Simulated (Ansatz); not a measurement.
# ClFH4MgSi2: what the fields show

The calculation's input:

```
crystal:
  periodic: [false, false, false]
  atoms:
    - {symbol: Cl, position_ang: [-1.046161, 1.161889, 0.957852]}
    - {symbol: F, position_ang: [-0.402767, 2.049145, 4.534496]}
    - {symbol: Mg, position_ang: [0.417079, 1.711966, 3.029010]}
    - {symbol: Si, position_ang: [2.405277, 1.385586, 1.404768]}
    - {symbol: Si, position_ang: [0.787353, 0.931453, -0.249831]}
    - {symbol: H, position_ang: [3.223908, 2.514761, 0.867759]}
    - {symbol: H, position_ang: [3.301439, 0.189836, 1.430412]}
    - {symbol: H, position_ang: [0.541460, 1.899756, -1.350140]}
    - {symbol: H, position_ang: [0.619866, -0.445564, -0.783222]}
basis:
  gaussian:
    orbitals: def2-TZVPD
hamiltonian:
  xc: pbe0
output:
  forces: true
  orbitals: {seedname: orbitals}
```

Run with:

```sh
ansatz run input.yaml --threads 2 --pin off --max-ram 4350MiB --events-out events.jsonl --progress --plain --runs-dir runs
```

Geometry: B3LYP/6-31G*.

Method: Ansatz, isolated molecule in a Gaussian basis; Kohn-Sham density functional theory, functional PBE0.

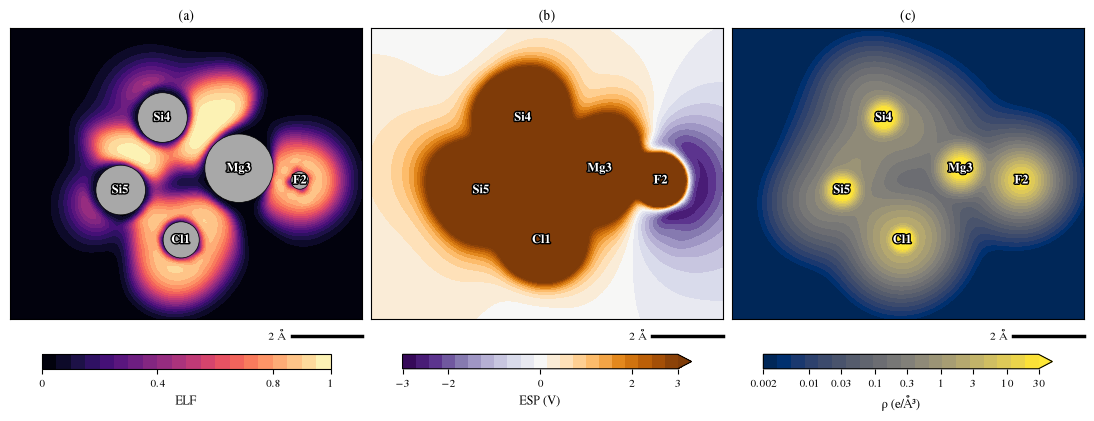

Figure 1. (a) ELF; (b) electrostatic potential; (c) total electron density on the plane of atoms Cl1, Si5 and Si4. Grey discs cover the atomic cores in the ELF map.

### What does the map show?

- The plane passes through Cl, F, Mg and Si nuclei.
- Mg–F (1.75 Å): ρ at the midpoint is about 0.65 e/Å³; the ELF peaks at about 0.85 in the valence shell of F, 0.5 Å from its nucleus, and is about 0.20 at the midpoint: a largely ionic contact.
- Si–Cl (2.21 Å): the density is about 0.67 e/Å³ at the midpoint, with its minimum of 0.49 e/Å³ about 0.8 Å from Si; the ELF peaks at about 0.85 between the atoms, as expected for a polar covalent bond.
- Si–Si (2.36 Å): the density is about 0.6 e/Å³ at the midpoint; the ELF peaks at about 1 between the atoms (localised, covalent bonding).
- Mg–Si (2.59 Å): ρ at the midpoint is about 0.35 e/Å³; the ELF peaks at about 1 in the valence shell of Si, 1.2 Å from its nucleus, and is about 0.95 at the midpoint.
- Mg–Cl (2.59 Å): ρ at the midpoint is about 0.25 e/Å³; the ELF peaks at about 0.90 in the valence shell of Cl, 0.8 Å from its nucleus, and falls to about 0 next to Mg; an ionic contact with no shared pair.
- Outside the dense part of the molecule the potential is most negative (−2.7 V) near F2.

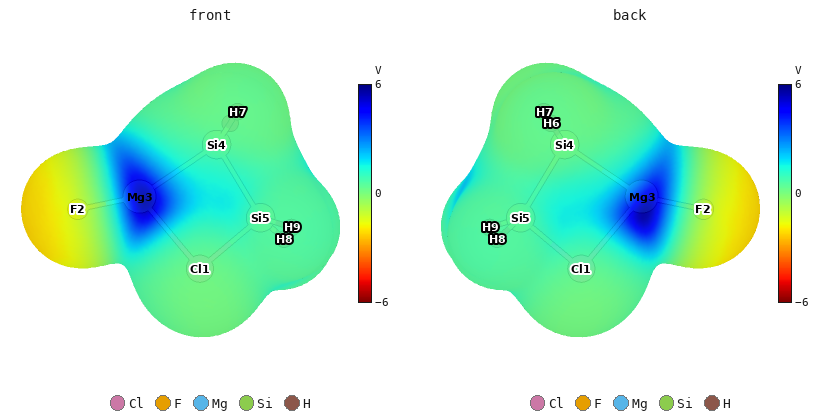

Figure 2. The molecular electrostatic potential painted on the density surface at 0.002 e/bohr³, seen from the front and from behind; red is negative and blue positive.

### Where is the surface potential most negative and most positive?

The most negative region (about −2.2 V) lies over F2, the most positive (about +5.3 V) over Mg3.

### What dipole moment does the calculation give?

Its dipole moment is 3.68 D.

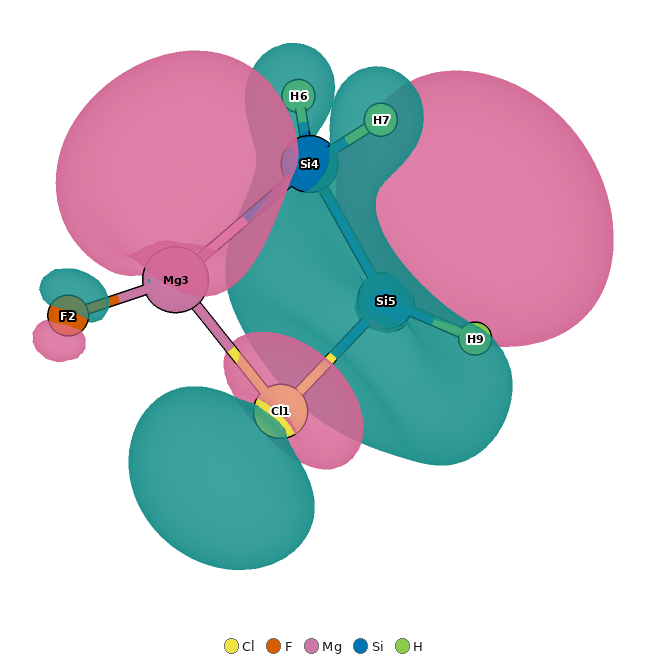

Figure 3. The LUMO at ±0.04 Å⁻³ᐟ² (teal and pink are the two phases), seen at an oblique angle.

### Where does this orbital lie, and at what energy?

Its weight (Hirshfeld) is mainly on Si5 (about 50 %), Cl1 (about 15 %), Si4 (about 15 %) and Mg3 (about 10 %). Its energy is −1.35 eV.
